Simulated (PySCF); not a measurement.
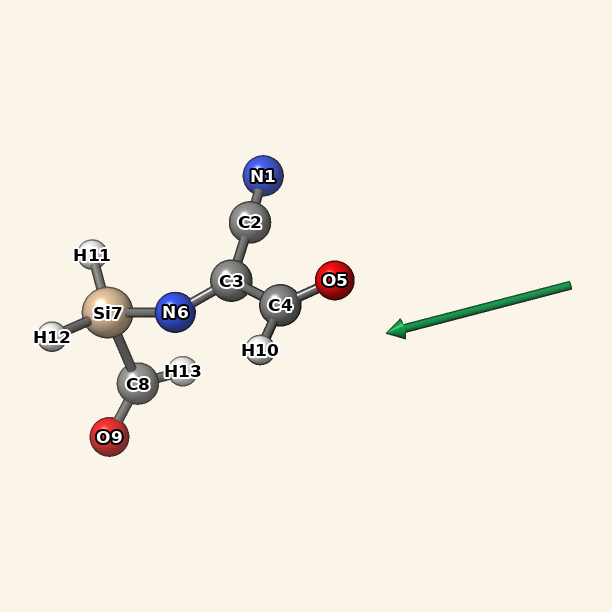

The arrow beside the molecule shows the direction of the dipole moment, from the negative to the positive end (its length means nothing). The geometry was computed by an optimisation with GFN2-xTB. No frequency run is at hand to confirm it as a minimum. Level of theory: B3LYP/def2-SVPD, gas phase (PySCF 2.14.0).

Q: How large is the dipole moment?

A: 2.28 D; it points from the side of O5 to the side of H12 (the outermost atoms at the two ends).

The geometry is semi-empirical. Around Si such bond lengths and angles can be off by a tenth of an ångström or more and by several degrees, and values that hang on the shape move with them.
